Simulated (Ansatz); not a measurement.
Al2SbP3

Input

```
crystal:
  lattice:
    - [3.7112543467, 0.0, 0.0]
    - [-1.8556271733, 3.2140405441, 0.0]
    - [0.0, 0.0, 8.9294677812]
  atoms:
    - { symbol: Al, position: [0.3333333333, 0.6666666667, 0.6559941891] }
    - { symbol: Al, position: [0.6666666667, 0.3333333333, 0.3440058109] }
    - { symbol: Sb, position: [0.0, 0.0, 0.0] }
    - { symbol: P, position: [0.3333333333, 0.6666666667, 0.1892672225] }
    - { symbol: P, position: [0.6666666667, 0.3333333333, 0.8107327775] }
    - { symbol: P, position: [0.0, 0.0, 0.5] }
kpoints:
  mp_grid: { grid: [12, 12, 4] }
hamiltonian:
  xc: r2scan
  dispersion: rvv10
scf:
  occupations: { method: fermi_dirac, width: 0.03 }
relax:
  f_tol: 0.01
  cell: {}
  max_steps: 120
output:
  write_density: true
  write_potential: true
  elf: true
  volumetric_format: npy
```

Launched as:

```sh
ansatz run input.yaml --threads 2 --pin off --max-ram 2211MiB --backend cpu --events-out ev --progress --plain --runs-dir out
```

Below, planes, directions and counts refer to the conventional cell (a = 3.70 Å, b = 3.70 Å, c = 9.05 Å, α = 90.00°, β = 90.00°, γ = 120.00°).

The fields are those of the run's last geometry, not of the input's.

Space group P-3m1; a structure from a database of computed crystals, not necessarily the ambient phase; started from the K2NaCl3-164 prototype, which need not be the ambient phase.

Method: DFT, r2SCAN+rVV10, plane waves, PAW in Ansatz.

In a PAW calculation such maps are meaningful between the atoms, not at the nuclei.

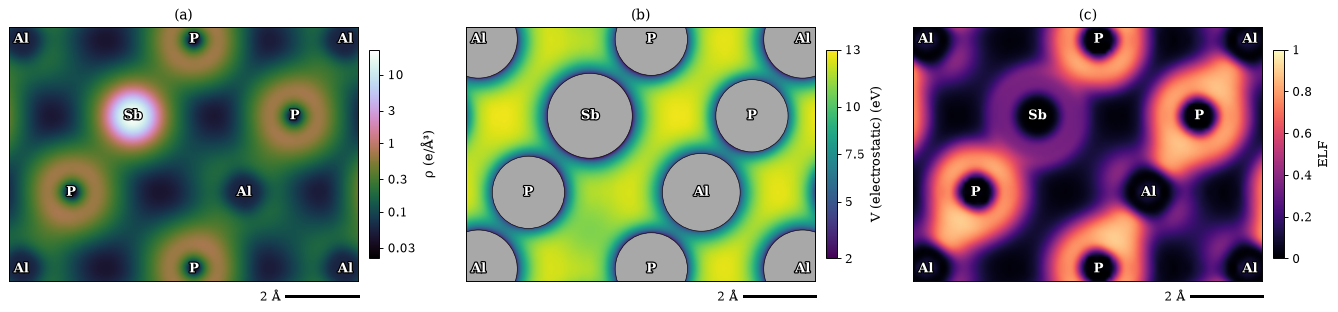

Figure 1. (a) valence pseudo-density; (b) electrostatic potential energy of an electron; (c) ELF on the (110) plane of the conventional cell. Grey discs cover the atomic cores in the potential map.

Q: Interpret the plot.

A:
- Atoms in the plane: Al, Sb and P.
- Al–P (2.55 Å): the density is about 0.37 e/Å³ at the midpoint; the ELF peaks at about 0.90 in the valence shell of P, 0.9 Å from its nucleus, and is about 0.85 at the midpoint.
- Sb–P (2.74 Å): ρ is about 0.37 e/Å³ halfway; the ELF peaks at about 0.80 in the valence shell of P, 0.9 Å from its nucleus, and is about 0.60 at the midpoint.
- Between the atoms the lowest density in this plane is 0.04 e/Å³.
- Outside the cores the potential energy rises away from the atoms and is highest about 2.1 Å from the nearest atoms; its zero is arbitrary.

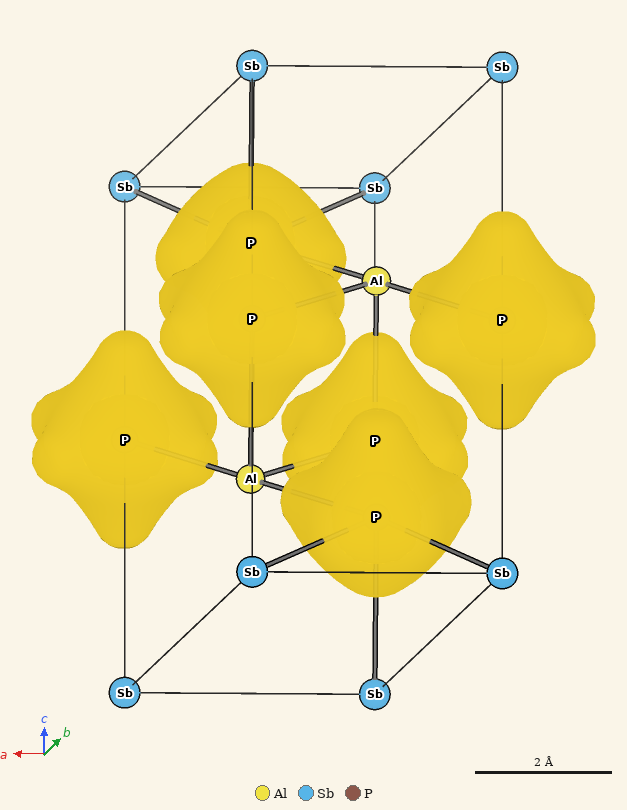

Figure 2. Isosurface of the electron localisation function at 0.7 (yellow), seen at an oblique angle. Only the valence region is drawn (cores and ρ < 0.01 e/Å³ removed). Sticks mark near contacts.

Q: Where are the electrons localised?

A: The surface consists of three regions on P in which the atom's valence shell and bonds are merged, counted in one cell of 6 atoms. Any copies at cell faces, edges or corners count once.
